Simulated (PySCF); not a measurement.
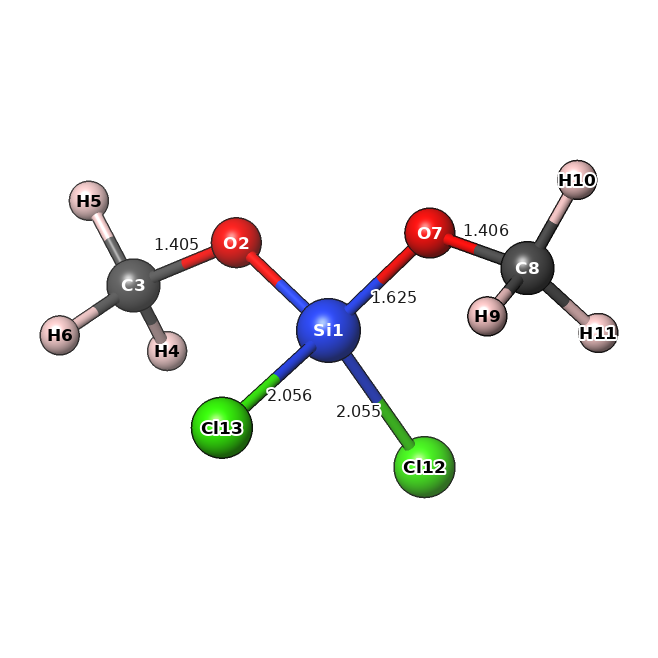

The numbers beside the sticks are distances in Å. Sticks don't show bond order. The geometry was computed by an optimisation with PBE0-D3(BJ)/def2-SVP. No frequency run is at hand to confirm it as a minimum.

**Which of the marked bonds are single, double, triple or aromatic?**

Si1–O7 single; Si1–Cl12 single; Si1–Cl13 single; O2–C3 single; O7–C8 single.

**Give the structure as SMILES.**

CO[Si](Cl)(Cl)OC
